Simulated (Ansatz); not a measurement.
# ClFH2Si: the cost of one run

Program: Ansatz 0.2.0, Gaussian basis. Level of theory: PBE0-D4/def2-TZVP structures, single points in def2-TZVPP, no counterpoise correction. These are calculated values, not measurements.

Levels: SPW92, PBE-D4, BLYP-D4, r2SCAN-D4, B97M-V, PBE0-D4, B3LYP-D4, r2SCAN0-D4, BHLYP-D4, CAM-B3LYP-D4, wB97X-V, wB97M-V, B2PLYP, PBE-QIDH, RPA on PBE, Hartree-Fock, MP2, CCSD, CCSD(T).

Correlated methods freeze the cores. B3LYP uses VWN-RPA correlation. B2PLYP carries no dispersion term here.

94 further runs of the same task are left out: 94 set aside as unsound or not needed.

## (1) The system as given

The complex: 9 atoms, charge 0, spin multiplicity 1.

Atoms are counted from 1 here; the program's logs count them from 0.

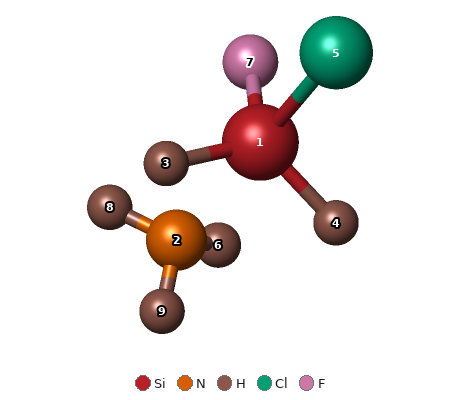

As it starts; silicon red, nitrogen orange, hydrogen brown, chlorine teal, fluorine pink; atoms are numbered from 1 in the order of the file.

As a file:

```mol
ClFH5NSi
  3D, bonds by distance, orders not assigned

  9  7  0  0  0  0  0  0  0  0999 V2000
   -0.9850    0.0837   -0.1802 Si  0  0
    1.2811   -0.1752    0.2238 N   0  0
   -0.5525   -0.4269   -1.4944 H   0  0
   -1.0396   -0.8192    0.9846 H   0  0
   -3.0360    0.3353   -0.5433 Cl  0  0
    1.5034    0.1430    1.1605 H   0  0
   -0.5803    1.6037    0.1398 F   0  0
    1.8149    0.3911   -0.4261 H   0  0
    1.5939   -1.1355    0.1351 H   0  0
  1  3  8  0
  1  4  8  0
  1  5  8  0
  1  7  8  0
  2  6  8  0
  2  8  8  0
  2  9  8  0
M  END
```

Its parts: ClFH2Si holds atoms 1, 3, 4, 5, 7; NH3 holds atoms 2, 6, 8, 9. Each part counts its atoms afresh in its own runs.

## (2) Relaxing ClFH2Si alone

The input, relax-a/in.yaml:

```yaml
crystal:
  periodic: [false, false, false]
  atoms:
    - {symbol: Si, position_ang: [-0.984979, 0.083706, -0.180197]}
    - {symbol: H, position_ang: [-0.552470, -0.426907, -1.494429]}
    - {symbol: H, position_ang: [-1.039565, -0.819175, 0.984637]}
    - {symbol: Cl, position_ang: [-3.035988, 0.335268, -0.543281]}
    - {symbol: F, position_ang: [-0.580253, 1.603721, 0.139832]}
basis:
  gaussian: {orbitals: def2-TZVP}
hamiltonian: {xc: pbe0, dispersion: d4}
relax: {f_tol: 0.005, max_steps: 200}
```

On the command line:

```
ansatz run in.yaml --threads 4 --pin off --events-out ev --progress --plain --max-ram 9574MiB
```

**Question.** How long does this run take on 4 threads of Arm Neoverse V1, shared host?

About 7 s.
